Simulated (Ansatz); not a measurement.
# Geometry relaxation, with input and output: C2H5O

System: C2H5O, multiplicity 2.
Method: UKS PBE0/cc-pVDZ (Ansatz 0.2.0).

The input holds or restrains some coordinates. It belongs to a series of runs on one base structure; here: pulled along the bonds that form and break, towards end B.

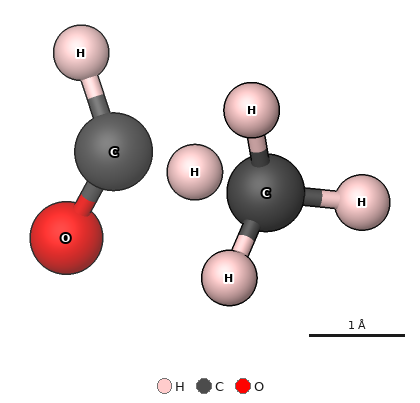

The input geometry (ball-and-stick view, seen at a tilt). Bond lengths as drawn: C–H 1.08 to 1.10 Å and C–O 1.19 Å.

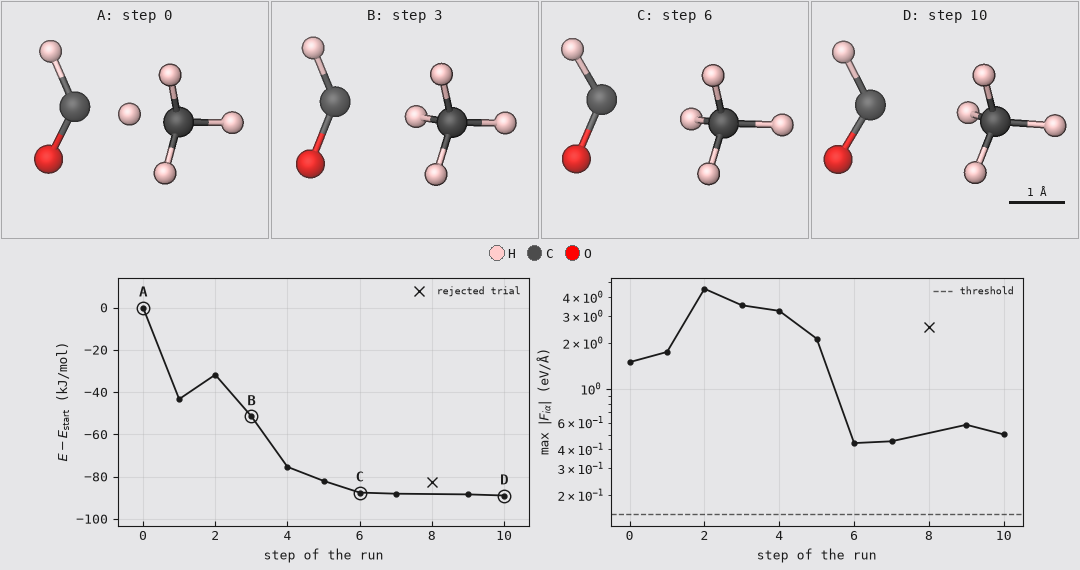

Frames of the restrained relaxation (ball-and-stick view, seen at a tilt) above the curves, on which the letters mark them (the first geometry is step 0 here and step 1 in the log).

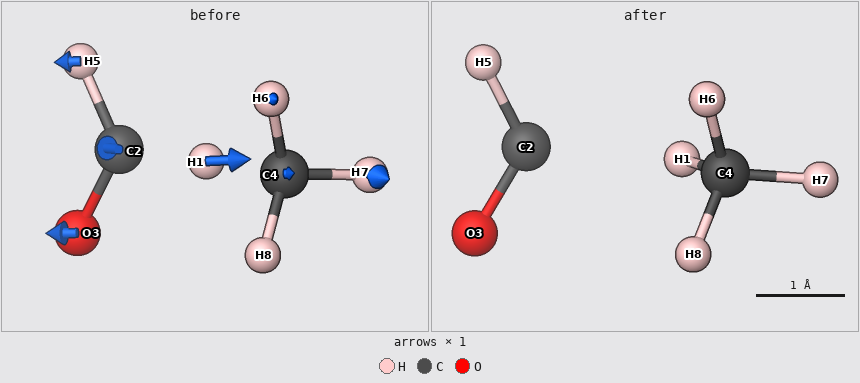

Before (left) and after (right) the restrained relaxation, at one scale (ball-and-stick view, seen at a tilt). The blue arrows give the displacements, at true length. The atom that moves furthest after the best rigid fit is H1 (0.55 Å). Largest moves by element: H 0.55 Å, C 0.51 Å, O 0.40 Å. Among the contacts that change: H1–C4 1.392 → 1.087 Å, C2–H5 1.102 → 1.137 Å, C4–H6 1.080 → 1.099 Å, C2–O3 1.187 → 1.176 Å. New bonds form: H1–C4 (1.39 → 1.09 Å). Among the angles that change: H6–C4–H7 112.7° → 109.3°. After 10 geometry steps the energy has fallen by 88.9 kJ/mol. Largest force component: 1.5 eV/Å at the start, 0.5 eV/Å at the end. The line search rejected the trial step at point 8 (counted from 0) and went back. (Atoms are counted from 1 in the order of the input.)

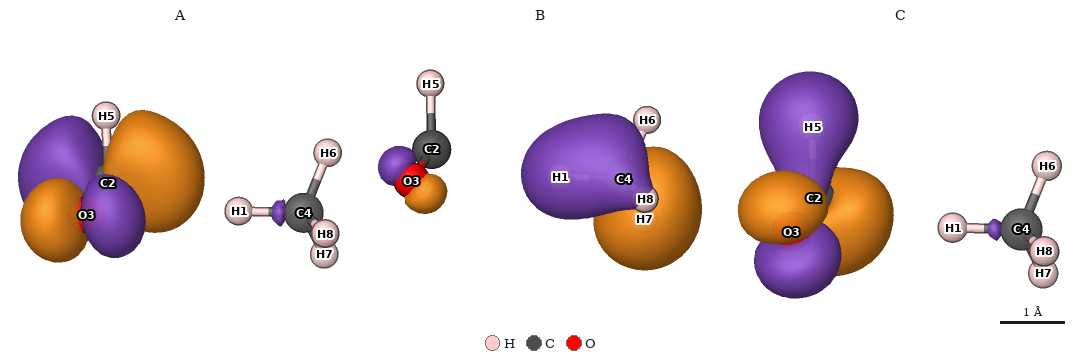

Three frontier orbitals at ±0.15 Å⁻³ᐟ² (orange and purple are the two phases). B is the HOMO−1 (α) (−10.82 eV). It lies mainly on C4 (50 %), H7 (25 %) and H1 (15 %). C is the HOMO (α) (−6.18 eV). It lies mainly on C2 (50 %), O3 (30 %) and H5 (15 %). A is the LUMO (α) (−1.02 eV). It lies mainly on C2 (55 %) and O3 (35 %); π-antibonding (π*) across C2–O3. The HOMO–LUMO gap is 5.16 eV between the orbital energies.

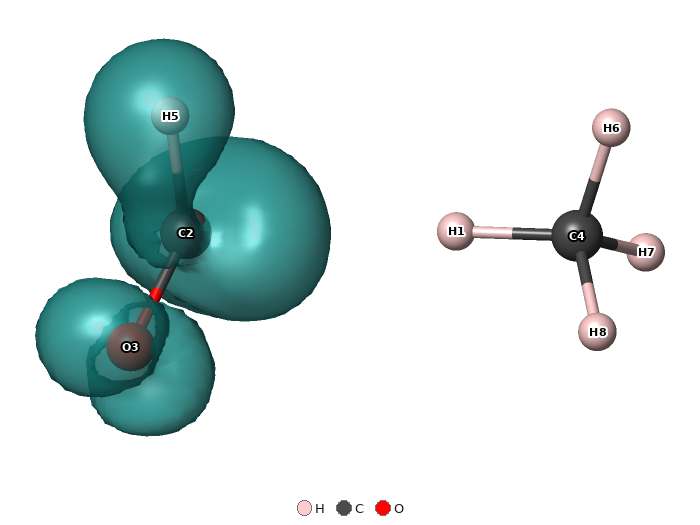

Isosurfaces of the spin density at +0.04 (teal) and −0.04 e/Å³ (pink), seen face on. The unpaired spin (1 electron) lies mostly on C2 (about 0.5), O3 (about 0.3) and H5 (about 0.2), in electrons by Hirshfeld's partition.

The input that produced these results follows, with the program's output.

Input file
```yaml
crystal:
  periodic: [false, false, false]
  atoms:
    - { symbol: H, position_ang: [0.0064, 0.0299, -0.1813] }
    - { symbol: C, position_ang: [-0.4978, -0.3725, -1.4229] }
    - { symbol: O, position_ang: [-0.0087, -1.2762, -2.0169] }
    - { symbol: C, position_ang: [0.432, 0.3415, 1.1072] }
    - { symbol: H, position_ang: [-1.496, 0.0456, -1.6289] }
    - { symbol: H, position_ang: [-0.4368, 0.724, 1.6217] }
    - { symbol: H, position_ang: [1.2017, 1.0827, 0.9835] }
    - { symbol: H, position_ang: [0.7992, -0.5751, 1.5375] }
magnetization:
  spin_polarized: true
  initial_magnetization: 1
basis:
  gaussian: { orbitals: cc-pVDZ }
hamiltonian:
  xc: pbe0
relax:
  f_tol: 0.15
  max_steps: 25
  restrain:
    - { distance: [0, 3], at: 1.07, k: 30.0 }
    - { distance: [1, 0], at: 2.37, k: 30.0 }
output:
  orbitals: {}
```

Launched with:
```bash
ansatz run input.yaml --threads 2 --pin off --max-ram 3072MiB --backend cpu --events-out ev --progress --plain --runs-dir out
```

Output
```
The last accepted step is kept in [file] (removed where the run ends without a failure and the disk answers)
Engine: ansatz 0.2.0, aarch64-unknown-linux-gnu
Functional definition: PBE0
  parameter a = 0.25
  parameter kappa = 0.804
  parameter beta = 0.06672455060314922
  exchange = (1 - a)*pbe_x(kappa = kappa, mu = beta*pi^2/3) + a*exact_x
  correlation = pbe_c(beta = beta)
707 factors; integrals over basis functions are off by at most 2.8e-4 eV
mean field evaluation 1: about -4190.0093 eV, gradient 3.2e1 eV
mean field evaluation 2: about -4186.6773 eV, gradient 4.2e1 eV
mean field evaluation 4: about -4194.7092 eV, gradient 3.3e0 eV
mean field evaluation 8: about -4194.7879 eV, gradient 1.0e-1 eV
mean field evaluation 16: about -4194.7881 eV, gradient 1.6e-4 eV
mean field -4194.78813869 eV, -154.1556207673 hartree, gradient 7.0e-5 eV, S^2 0.759567; 0 other end points of the search recorded, 0 dependent functions left out
the calculation of the forces begins
reference -4194.78815949 eV, -154.1556215318 hartree; 13, 12 occupied and 54, 55 virtual orbitals, 707 factors
relax step   1: F+E_penalty+E_count = -4194.78813869 eV  Δ(F+E_penalty+E_count) = +0.000e0 eV  max|allowed force component| = 1.497e0 eV/Å  E_restraint = 15.69530588 eV  max|allowed force component, restraints' pulls added| = 3.612e1 eV/Å  Δτ_max = 0.0000 Å  (31 SCF iters, accepted)
  distance H 0 - C 3 = 1.3923 Å
  distance C 1 - H 0 = 1.3992 Å
these checks for a lower state are left out or cut short: starts, cluster_reference, orbital_swaps, neighbouring_geometries, increment
707 factors; integrals over basis functions are off by at most 2.9e-4 eV
mean field -4195.23712876 eV, -154.1721208480 hartree, gradient 1.3e-5 eV, S^2 0.753834; 0 other end points of the search recorded, 0 dependent functions left out
[... from here on the field's lines of each further geometry are left out, up to the last ...]
relax step   2: F+E_penalty+E_count = -4195.23712876 eV  Δ(F+E_penalty+E_count) = -4.490e-1 eV  max|allowed force component| = 1.747e0 eV/Å  E_restraint = 6.62219776 eV  max|allowed force component, restraints' pulls added| = 2.235e1 eV/Å  Δτ_max = 0.1949 Å  (41 SCF iters, accepted)
relax step   3: F+E_penalty+E_count = -4195.11751730 eV  Δ(F+E_penalty+E_count) = +1.196e-1 eV  max|allowed force component| = 4.539e0 eV/Å  E_restraint = 1.47288731 eV  max|allowed force component, restraints' pulls added| = 7.388e0 eV/Å  Δτ_max = 0.1949 Å  (39 SCF iters, accepted)
relax step   4: F+E_penalty+E_count = -4195.32137194 eV  Δ(F+E_penalty+E_count) = -2.039e-1 eV  max|allowed force component| = 3.536e0 eV/Å  E_restraint = 0.15864295 eV  max|allowed force component, restraints' pulls added| = 3.695e0 eV/Å  Δτ_max = 0.1945 Å  (39 SCF iters, accepted)
relax step   5: F+E_penalty+E_count = -4195.56948373 eV  Δ(F+E_penalty+E_count) = -2.481e-1 eV  max|allowed force component| = 3.250e0 eV/Å  E_restraint = 0.00224964 eV  max|allowed force component, restraints' pulls added| = 3.244e0 eV/Å  Δτ_max = 0.1948 Å  (39 SCF iters, accepted)
relax step   6: F+E_penalty+E_count = -4195.63814777 eV  Δ(F+E_penalty+E_count) = -6.866e-2 eV  max|allowed force component| = 2.135e0 eV/Å  E_restraint = 0.00045591 eV  max|allowed force component, restraints' pulls added| = 2.163e0 eV/Å  Δτ_max = 0.1611 Å  (35 SCF iters, accepted)
relax step   7: F+E_penalty+E_count = -4195.69547163 eV  Δ(F+E_penalty+E_count) = -5.732e-2 eV  max|allowed force component| = 4.403e-1 eV/Å  E_restraint = 0.00430851 eV  max|allowed force component, restraints' pulls added| = 3.159e-1 eV/Å  Δτ_max = 0.0605 Å  (34 SCF iters, accepted)
relax step   8: F+E_penalty+E_count = -4195.70102479 eV  Δ(F+E_penalty+E_count) = -5.553e-3 eV  max|allowed force component| = 4.524e-1 eV/Å  E_restraint = 0.00470981 eV  max|allowed force component, restraints' pulls added| = 7.378e-2 eV/Å  Δτ_max = 0.1007 Å  (34 SCF iters, accepted)
relax step   9: F+E_penalty+E_count = -4195.64288957 eV  Δ(F+E_penalty+E_count) = +5.814e-2 eV  max|allowed force component| = 2.538e0 eV/Å  E_restraint = 0.03034214 eV  max|allowed force component, restraints' pulls added| = 2.485e0 eV/Å  Δτ_max = 0.1955 Å  (39 SCF iters, rejected (line search))
relax step  10: F+E_penalty+E_count = -4195.70440929 eV  Δ(F+E_penalty+E_count) = -3.385e-3 eV  max|allowed force component| = 5.808e-1 eV/Å  E_restraint = 0.00515638 eV  max|allowed force component, restraints' pulls added| = 5.404e-1 eV/Å  Δτ_max = 0.0952 Å  (35 SCF iters, accepted)
the calculation of the forces begins
reference -4195.70993403 eV, -154.1894961213 hartree; 13, 12 occupied and 54, 55 virtual orbitals, 707 factors
relax step  11: F+E_penalty+E_count = -4195.70991209 eV  Δ(F+E_penalty+E_count) = -5.503e-3 eV  max|allowed force component| = 5.018e-1 eV/Å  E_restraint = 0.00464484 eV  max|allowed force component, restraints' pulls added| = 2.265e-2 eV/Å  Δτ_max = 0.0994 Å  (35 SCF iters, accepted)
  distance H 0 - C 3 = 1.0871 Å
  distance C 1 - H 0 = 2.3742 Å
707 factors; integrals over basis functions are off by at most 3.8e-4 eV
mean field evaluation 96: about -4195.7099 eV, gradient 1.8e-5 eV
mean field -4195.70991209 eV, -154.1894953149 hartree, gradient 1.8e-5 eV, S^2 0.753338; 1 other end points of the search recorded, 0 dependent functions left out
the calculation of the forces begins
reference -4195.70993403 eV, -154.1894961213 hartree; 13, 12 occupied and 54, 55 virtual orbitals, 707 factors
Total energy: -4195.70993403 eV, -154.1894961213 hartree
Atom 0 at     0.298161     0.373614     0.127305 Å, force    -0.043734     0.017957    -0.403115 eV/Å
Atom 1 at    -0.580251    -0.440622    -1.922596 Å, force    -0.067542    -0.025495    -0.092850 eV/Å
Atom 2 at    -0.217530    -1.499996    -2.282143 Å, force     0.008860    -0.021982    -0.016996 eV/Å
Atom 3 at     0.492082     0.418126     1.196038 Å, force     0.072281     0.021109     0.501789 eV/Å
Atom 4 at    -1.671969    -0.151881    -1.791196 Å, force     0.022653     0.004070     0.012322 eV/Å
Atom 5 at    -0.410927     0.752000     1.725938 Å, force     0.004227    -0.001882     0.000960 eV/Å
Atom 6 at     1.309175     1.126499     1.388064 Å, force     0.005176     0.005462    -0.000430 eV/Å
Atom 7 at     0.781259    -0.577839     1.558491 Å, force    -0.001921     0.000761    -0.001680 eV/Å
Dipole moment:    -0.251023     0.166771     0.052139 e Å
```

Trajectory as extended XYZ (Å, eV, eV/Å), 11 frames, from step=1 to step=11
```
8
Properties=species:S:1:pos:R:3:forces:R:3 step=1 energy=-4194.78814
H     0.0064    0.0299   -0.1813    0.5664   0.4801   1.3257
C    -0.4978   -0.3725   -1.4229    0.6574  -0.6188   0.0814
O    -0.0087   -1.2762   -2.0169   -0.0718   0.1148  -0.0593
C     0.4320    0.3415    1.1072   -0.7100  -0.4281  -1.4972
H    -1.4960    0.0456   -1.6289   -0.7260   0.3211  -0.2501
H    -0.4368    0.7240    1.6217   -0.5250   0.2361   0.3020
H     1.2017    1.0827    0.9835    0.5627   0.5417  -0.1441
H     0.7992   -0.5751    1.5375    0.2462  -0.6469   0.2416
8
Properties=species:S:1:pos:R:3:forces:R:3 step=2 energy=-4195.23713
H     0.0760    0.0871   -0.0085    0.5739   0.4080   1.7065
C    -0.5383   -0.3986   -1.5346    1.1301   1.0146   0.6758
O    -0.0100   -1.3011   -2.0452    0.2093  -1.4160  -0.9681
C     0.4266    0.3381    1.0937   -0.6600  -0.3986  -1.7468
H    -1.5188    0.0428   -1.6479   -1.6004   0.1632  -0.4926
H    -0.4403    0.7252    1.6227   -0.2051   0.1787   0.3617
H     1.2046    1.0856    0.9819    0.3683   0.3405   0.1727
H     0.8002   -0.5792    1.5378    0.1839  -0.2904   0.2907
8
Properties=species:S:1:pos:R:3:forces:R:3 step=3 energy=-4195.11752
H     0.1424    0.1358    0.1682   -1.4344  -1.0703  -4.5394
C    -0.5677   -0.4049   -1.6953    1.2990   2.1633   0.8309
O    -0.0107   -1.3499   -2.0758   -0.1127  -1.7865  -0.8661
C     0.4288    0.3412    1.0966    1.1058   0.8334   3.8966
H    -1.5676    0.0373   -1.6646   -1.3206  -0.5044  -0.4031
H    -0.4381    0.7285    1.6324   -0.0423   0.1553   0.3920
H     1.2094    1.0897    0.9924    0.3449   0.3082   0.3613
H     0.8035   -0.5778    1.5461    0.1603  -0.0990   0.3278
8
Properties=species:S:1:pos:R:3:forces:R:3 step=4 energy=-4195.32137
H     0.1623    0.1498    0.2046   -0.5856  -0.4782  -1.7292
C    -0.5724   -0.3506   -1.8821    2.6575  -2.8329  -0.8830
O    -0.0346   -1.4296   -2.1101   -2.5694   3.5362   0.8222
C     0.4598    0.3654    1.1946    0.0534   0.0987   0.0209
H    -1.6262   -0.0036   -1.6841   -0.1340  -0.7627  -0.0825
H    -0.4415    0.7426    1.6704    0.0092   0.2063   0.6386
H     1.2337    1.1109    1.0265    0.3399   0.2837   0.6380
H     0.8189   -0.5850    1.5801    0.2291  -0.0512   0.5750
8
Properties=species:S:1:pos:R:3:forces:R:3 step=5 energy=-4195.56948
H     0.1421    0.1172    0.1720   -0.3954  -0.2671  -1.3329
C    -0.5380   -0.2878   -2.0632    0.1452  -3.2505   0.1945
O    -0.1307   -1.4292   -2.0959   -0.7647   2.9745  -0.0756
C     0.4498    0.3634    1.1537    0.6020   0.4362   1.6551
H    -1.6186   -0.1036   -1.6882    0.5679   0.2316  -0.2529
H    -0.3919    0.7575    1.7426   -0.0022  -0.0249  -0.0847
H     1.2512    1.1217    1.1293   -0.1347  -0.1153  -0.0752
H     0.8361   -0.5392    1.6497   -0.0182   0.0153  -0.0283
8
Properties=species:S:1:pos:R:3:forces:R:3 step=6 energy=-4195.63815
H     0.2325    0.1733    0.1502   -0.1999  -0.1331  -0.7897
C    -0.5733   -0.3093   -2.0207   -0.1877  -2.1346  -0.0358
O    -0.1503   -1.4277   -2.0965   -0.4719   1.9090   0.0324
C     0.4785    0.3723    1.1756    0.3874   0.3146   1.1293
H    -1.7043   -0.1380   -1.8202    0.6153   0.1744  -0.1143
H    -0.3982    0.7437    1.7281    0.0152  -0.0170  -0.1091
H     1.2779    1.1327    1.2221   -0.1408  -0.1207  -0.0391
H     0.8373   -0.5471    1.6614   -0.0176   0.0074  -0.0737
8
Properties=species:S:1:pos:R:3:forces:R:3 step=7 energy=-4195.69547
H     0.2831    0.2020    0.1335   -0.0498  -0.0186  -0.3604
C    -0.6103   -0.3478   -1.9956   -0.0939   0.2853  -0.0292
O    -0.1465   -1.4186   -2.1179    0.0829  -0.3159  -0.0793
C     0.4913    0.3799    1.1850    0.0738   0.1056   0.4403
H    -1.7125   -0.1374   -1.8224   -0.0294  -0.0225   0.0016
H    -0.4130    0.7440    1.6915   -0.0080  -0.0064  -0.0025
H     1.2851    1.1331    1.2733    0.0160   0.0155   0.0016
H     0.8229   -0.5553    1.6526    0.0085  -0.0429   0.0279
8
Properties=species:S:1:pos:R:3:forces:R:3 step=8 energy=-4195.70103
H     0.3209    0.2944    0.1212   -0.0595  -0.0072  -0.3650
C    -0.6231   -0.3749   -1.9515   -0.0708   0.0205  -0.0639
O    -0.1597   -1.4418   -2.1257   -0.0377  -0.0333  -0.0388
C     0.5016    0.3938    1.1887    0.0891   0.0582   0.4524
H    -1.7391   -0.1591   -1.8776    0.0738  -0.0402   0.0004
H    -0.4113    0.7364    1.6950   -0.0054  -0.0005  -0.0040
H     1.3029    1.1276    1.3476    0.0115   0.0095   0.0228
H     0.8078   -0.5765    1.6022   -0.0010  -0.0069  -0.0039
8
Properties=species:S:1:pos:R:3:forces:R:3 step=9 energy=-4195.64289 accepted=F
H     0.3651    0.4849    0.1210    0.0176  -0.0307   0.1499
C    -0.6325   -0.4784   -1.8391    0.2972  -2.5385  -1.4195
O    -0.2185   -1.5191   -2.2925   -0.8454   2.4848   1.1353
C     0.5170    0.4362    1.2119    0.3373  -0.0704   0.2269
H    -1.7446   -0.1896   -1.9441    0.5112   0.0113   0.1592
H    -0.4000    0.7463    1.7323   -0.0170  -0.0007  -0.0202
H     1.3410    1.1225    1.4974   -0.2385  -0.2617  -0.0802
H     0.7724   -0.6029    1.5130   -0.0624   0.4058  -0.1514
8
Properties=species:S:1:pos:R:3:forces:R:3 step=10 energy=-4195.70441
H     0.3249    0.3483    0.1265   -0.0532   0.0080  -0.3897
C    -0.6167   -0.4119   -1.9192    0.1523  -0.5808  -0.2508
O    -0.1870   -1.4744   -2.2108   -0.2327   0.5404   0.1336
C     0.5034    0.4092    1.1972    0.1329   0.0213   0.5138
H    -1.7254   -0.1646   -1.8740    0.0479  -0.0066   0.0160
H    -0.4076    0.7446    1.7111   -0.0179  -0.0005   0.0029
H     1.3124    1.1284    1.3894   -0.0162  -0.0236  -0.0027
H     0.7960   -0.5797    1.5798   -0.0130   0.0417  -0.0232
8
Properties=species:S:1:pos:R:3:forces:R:3 step=11 energy=-4195.70991
H     0.2982    0.3736    0.1273   -0.0437   0.0180  -0.4031
C    -0.5803   -0.4406   -1.9226   -0.0675  -0.0255  -0.0929
O    -0.2175   -1.5000   -2.2821    0.0089  -0.0220  -0.0170
C     0.4921    0.4181    1.1960    0.0723   0.0211   0.5018
H    -1.6720   -0.1519   -1.7912    0.0227   0.0041   0.0123
H    -0.4109    0.7520    1.7259    0.0042  -0.0019   0.0010
H     1.3092    1.1265    1.3881    0.0052   0.0055  -0.0004
H     0.7813   -0.5778    1.5585   -0.0019   0.0008  -0.0017
```

Results in brief

```csv
quantity,value
outcome,converged under the restraints of the input
total energy,−4195.7099 eV
mean-field energy,−4195.7099 eV
⟨S²⟩,0.753
"largest force (length of the vector) at the end, held atoms and coordinates included",0.507 eV/Å
hardware,"2 threads of Arm Neoverse V1, 24 GiB of memory available, shared host"
wall time,17 s (CPU time 32 s)
peak memory,0.14 GiB
```
